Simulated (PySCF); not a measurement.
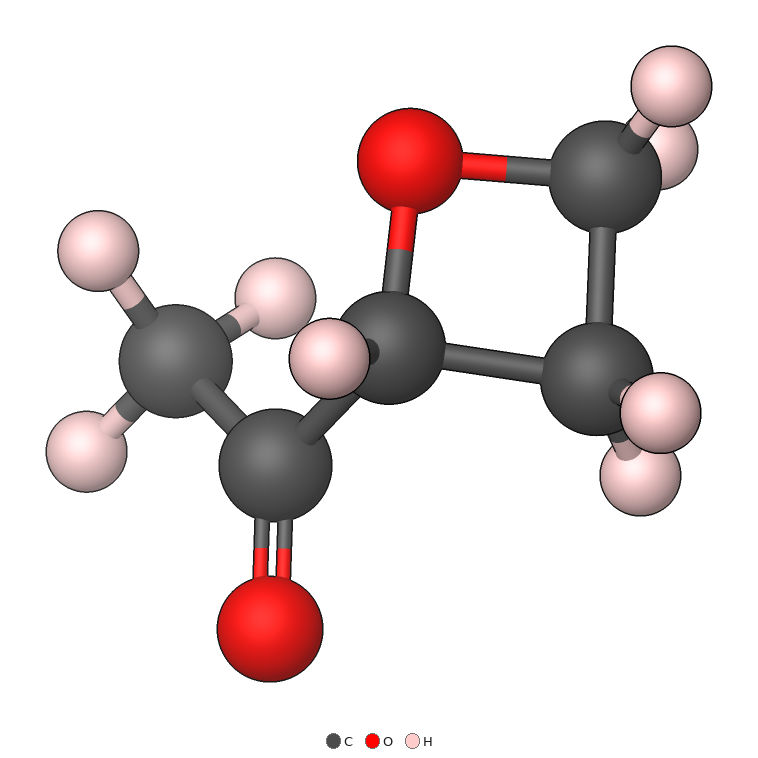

Rendered structure (ball-and-stick style). Double and triple bonds are drawn as two and three sticks.

Computed geometry: GFN2-xTB optimisation. No frequency run is at hand to confirm it as a minimum.

Which formula does it have?

Answer. C₅H₈O₂, 15 atoms: 5 carbon, 8 hydrogen and 2 oxygen.

Write the SMILES.

Answer. CC(=O)[C@H]1CCO1

Which point group does it belong to?

Answer. C1.

Does it have rings?

Answer. Independent rings (smallest set): 1 of 4 members.

Count the bonded pairs by element.

Answer. 8 C–H, 4 C–C, 3 C–O.

More results for the same structure follow; atom numbers are the same in all pictures, views and colours differ.

Charges

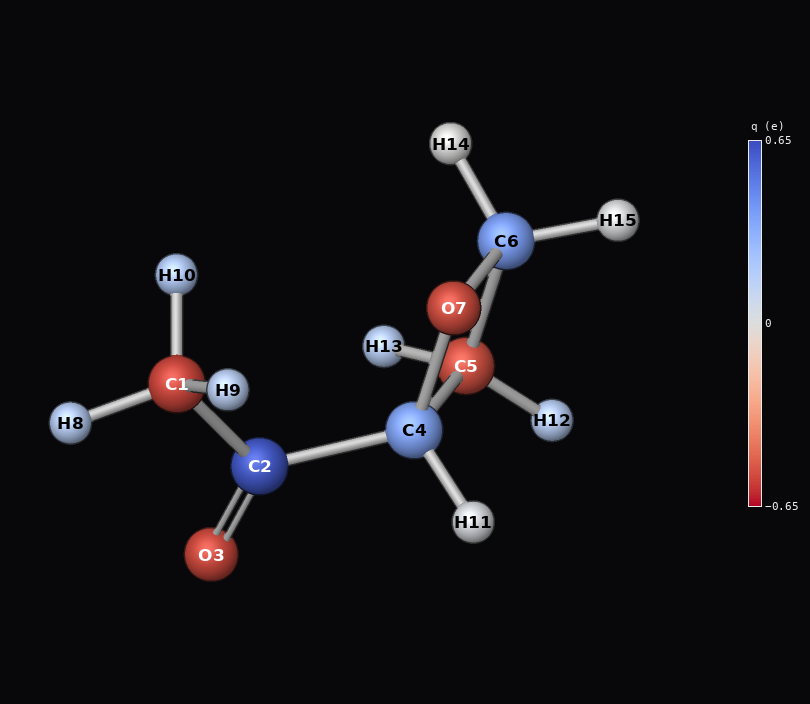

Atoms are coloured by their ESP-fitted charges. No frequency run is at hand to confirm it as a minimum. Method: PBE0/pcSseg-1, gas phase (PySCF 2.14.0).

Which atom carries the highest charge (most positive or least negative)?

Answer. C2 (0.60 e).

And the lowest?

Answer. C1 (−0.54 e).

List the ESP-fitted charges.

```json
{"atom": "C1", "value (e)": "−0.54"}
{"atom": "C2", "value (e)": "0.60"}
{"atom": "O3", "value (e)": "−0.53"}
{"atom": "C4", "value (e)": "0.35"}
{"atom": "C5", "value (e)": "−0.51"}
{"atom": "C6", "value (e)": "0.37"}
{"atom": "O7", "value (e)": "−0.52"}
{"atom": "H8", "value (e)": "0.16"}
{"atom": "H9", "value (e)": "0.14"}
{"atom": "H10", "value (e)": "0.17"}
{"atom": "H11", "value (e)": "0.02"}
{"atom": "H12", "value (e)": "0.15"}
{"atom": "H13", "value (e)": "0.15"}
{"atom": "H14", "value (e)": "0.00"}
{"atom": "H15", "value (e)": "0.01"}
```

NMR shielding

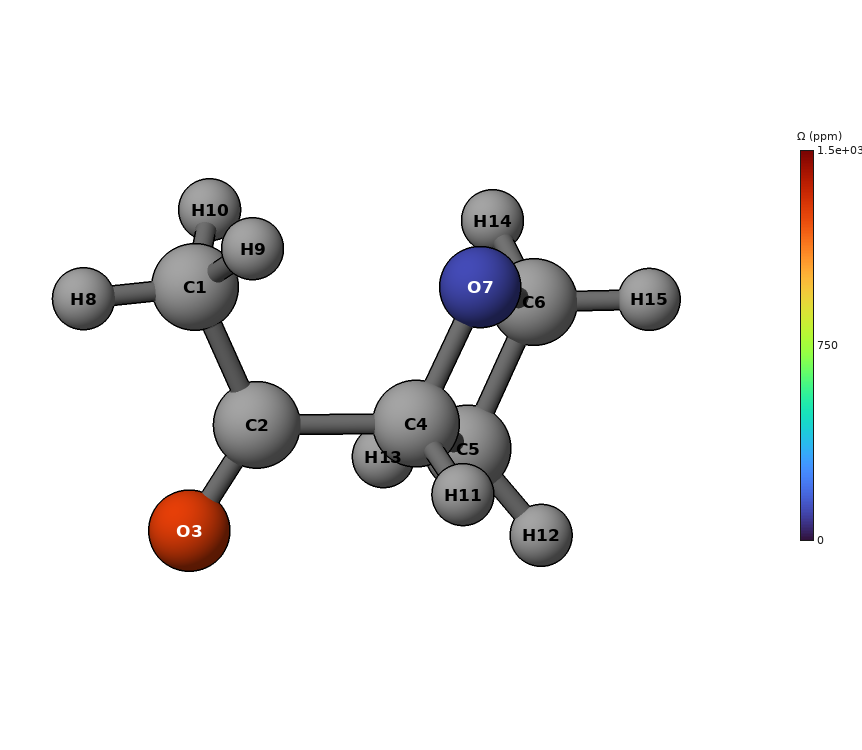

The O atoms are coloured by the span of their shielding tensor. No frequency run is at hand to confirm it as a minimum. Properties computed with GIAO PBE0/pcSseg-1 NMR shielding, non-relativistic, gas phase (PySCF 2.14.0). Principal shieldings σ11 ≤ σ22 ≤ σ33, span Ω = σ33 − σ11, skew κ = 3(σiso − σ22)/Ω.

Which O atom has the most anisotropic shielding?

Answer. O3, with a span of 1276 ppm.

Give the shielding tensors of the O atoms.

```csv
atom,σ11,σ22,σ33,σiso,Ω,κ
O3,−915.6,−396.4,360.2,−317.3,1275.7,0.19
O7,230.0,302.5,345.8,292.7,115.8,−0.25
```

Shieldings and span in ppm.

Quadrupole coupling

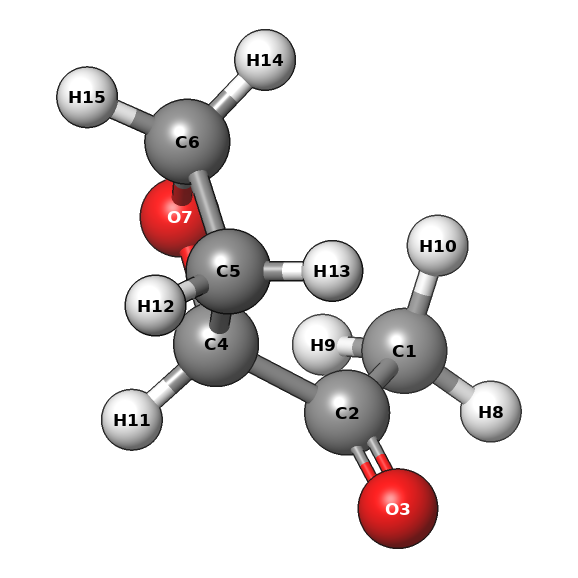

No frequency run is at hand to confirm it as a minimum. Electric field gradients from the ground-state density, PBE0/pcSseg-1 (PySCF 2.14.0), non-relativistic apart from any core potentials.

Give the largest field-gradient component, the quadrupole coupling constant and the asymmetry for 17O at O3 (Q = −25.6 mb), 17O at O7 (Q = −25.6 mb), 2H at H8 (Q = 2.86 mb), 2H at H9 (Q = 2.86 mb), 2H at H10 (Q = 2.86 mb), 2H at H11 (Q = 2.86 mb).

```
atom  V_zz (a.u.)  e²qQ/h (MHz)     η
  O3       −1.947         11.71  0.47
  O7       −2.018         12.14  0.84
  H8        0.315         0.212  0.01
  H9        0.313         0.210  0.05
 H10        0.314         0.211  0.04
 H11        0.287         0.193  0.03
```
